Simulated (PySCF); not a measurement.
**C₅H₉NO₂Si (SMILES C=NC(=C)O[SiH2]C(C)=O): density, localisation and related maps**

```xyz
18

C    -1.2613    1.6324   -0.4000
N    -0.8782    0.4730   -0.6971
C    -1.5496   -0.6797   -0.3067
C    -2.8733   -0.8331   -0.3121
O    -0.7179   -1.6970   -0.0164
Si    0.9119   -1.5882   -0.1079
C     1.4886    0.0394    0.7594
C     2.5311    0.8843    0.0777
O     0.9928    0.3628    1.8162
H    -2.1274    1.8540    0.2239
H    -0.6898    2.4691   -0.7755
H    -3.3121   -1.7872   -0.0904
H    -3.5274   -0.0211   -0.5677
H     1.3676   -1.5574   -1.4968
H     1.2780   -2.7692    0.6571
H     2.1819    1.1350   -0.9212
H     2.7344    1.7913    0.6429
H     3.4420    0.2979   -0.0237
```

Geometry: GFN2-xTB.

The calculation used PBE0/pcSseg-1, SCF density, gas phase, non-relativistic (PySCF).

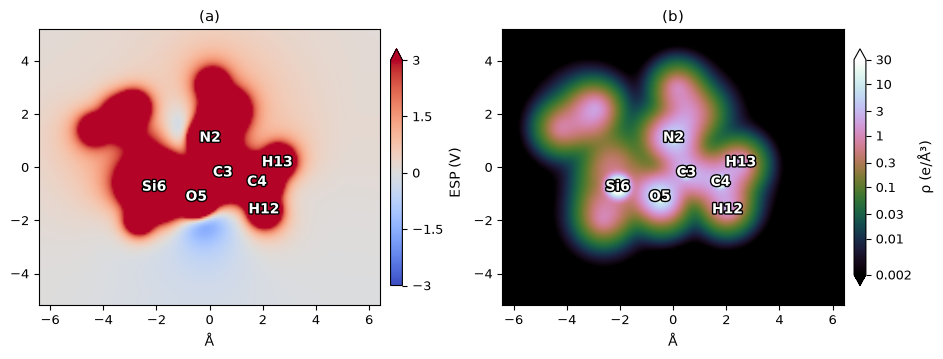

Figure 1. (a) electrostatic potential; (b) total electron density on the plane of atoms C3, C4 and H12.

### What do the fields say about this system?

The plane passes through N, C, O, Si and H nuclei. C–C (1.33 Å): ρ is about 2.3 e/Å³ halfway. Si–O (1.64 Å): the density is about 1.1 e/Å³ at the midpoint. C–H (1.07 Å): ρ is about 2 e/Å³ halfway. C–O (1.35 Å): ρ is about 2.4 e/Å³ halfway, with its minimum of 2 e/Å³ about 0.5 Å from C. Outside the dense part of the molecule the potential is most negative (−1.5 V) near O5.

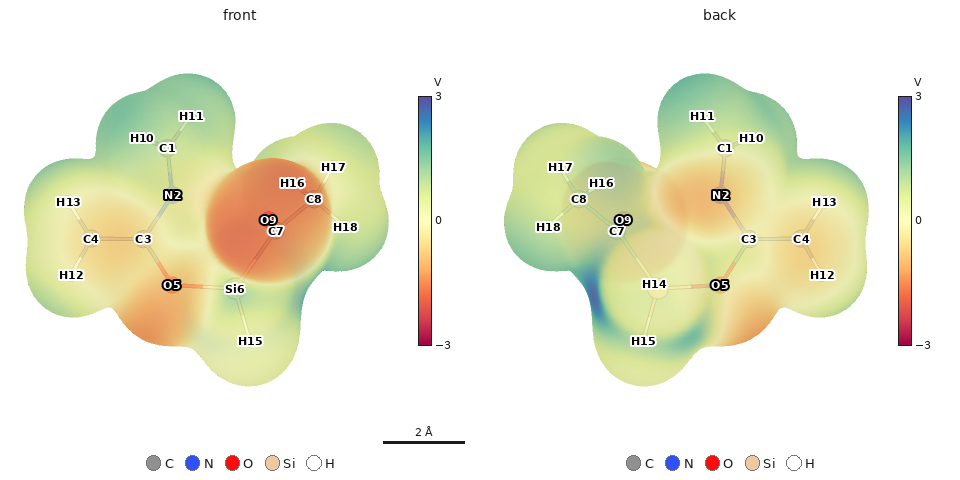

Figure 2. The electrostatic potential painted on the density surface at 0.004 e/bohr³, seen from the front and from behind; red is negative and blue positive.

### Describe the electrostatic potential map.

The most negative region (about −1.9 V) lies over O9, the most positive (about +2.5 V) over Si6. O9 is the likeliest acceptor of a hydrogen bond.
